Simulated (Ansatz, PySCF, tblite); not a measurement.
Bond stretch in GeNa (anion, charge -1), lowest singlet found (which spin is the ground state isn't settled by this scan).

GFN2-xTB, 300 K electronic temperature (tblite); FCI = full CI/aug-cc-pVDZ, cores with 3d frozen in Ansatz (a quantum-chemistry and plane-wave program); RKS-B3LYP/6-31G* = restricted B3LYP/6-31G*, spherical d run with PySCF; RCCSD(T) = Ansatz with CCSD(T) on RHF/aug-cc-pVDZ, cores with 3d frozen; RKS-M06-2X/6-31G* = restricted M06-2X/6-31G*, spherical d (PySCF 2.14.0).

Energies are in kcal/mol, each relative to the lowest point of its own curve between 2.40 and 3.62 Å, where full CI is lowest.

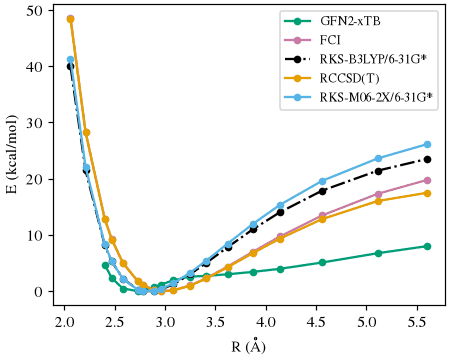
Figure: Energy against bond length for each method.

```csv
R / Å,GFN2-xTB,FCI,RKS-B3LYP/6-31G*,RCCSD(T),RKS-M06-2X/6-31G*
2.06,—,48.6,40.0,48.5,41.2
2.21,—,28.3,21.5,28.2,22.1
2.40,4.7,12.8,8.2,12.8,8.3
2.47,2.3,9.2,5.3,9.2,5.3
2.58,0.5,5.0,2.2,5.0,2.2
2.73,0.0,1.7,0.2,1.7,0.2
2.78,0.1,1.1,0.0,1.1,0.0
2.89,0.7,0.2,0.0,0.2,0.1
2.96,1.2,0.0,0.3,0.0,0.4
3.08,1.9,0.1,1.2,0.1,1.4
3.25,2.6,1.0,3.0,1.0,3.3
3.41,2.7,2.3,5.0,2.2,5.4
3.62,3.0,4.4,7.8,4.2,8.4
3.87,3.4,7.0,11.0,6.7,11.9
4.14,4.0,9.7,14.0,9.3,15.3
4.56,5.1,13.5,17.9,12.8,19.6
5.11,6.7,17.3,21.4,16.0,23.6
5.60,8.0,19.8,23.5,17.5,26.1
```

At the longest distance, 5.60 Å, RKS-M06-2X/6-31G* lies highest above its minimum (26.1 kcal/mol) and GFN2-xTB lowest (8.0 kcal/mol).

Dashes: no converged value, or the column stops at the first point that the program doubted or that broke a chosen test of continuity, which isn't proof of a fault.

The scan ran from 2.06 to 9.73 Å; beyond the distances shown full CI changes its symmetry label. Where the anion isn't bound against loss of the electron, the finite basis alone holds it. Also computed but left out beside FCI, since their determinant holds another spin at the minimum (<S²> over 0.7 above the pure value): UHF, UMP2, UCCSD, UCCSD(T), UCCSDT, UCCSDT(Q), UKS-PBE0, UKS-PBE, UKS-B3LYP/6-31G*, UKS-M06-2X/6-31G*, UKS-BP86/6-31G*, UKS-LDA (SVWN5)/6-31G*. The restricted form behind RKS-B3LYP/6-31G*, RKS-M06-2X/6-31G* keeps the bonding electrons paired and can't separate into open-shell fragments. The T1 diagnostic of CCSD on the restricted reference of RCCSD(T) exceeds 0.045 at 3.08 to 5.60 Å.
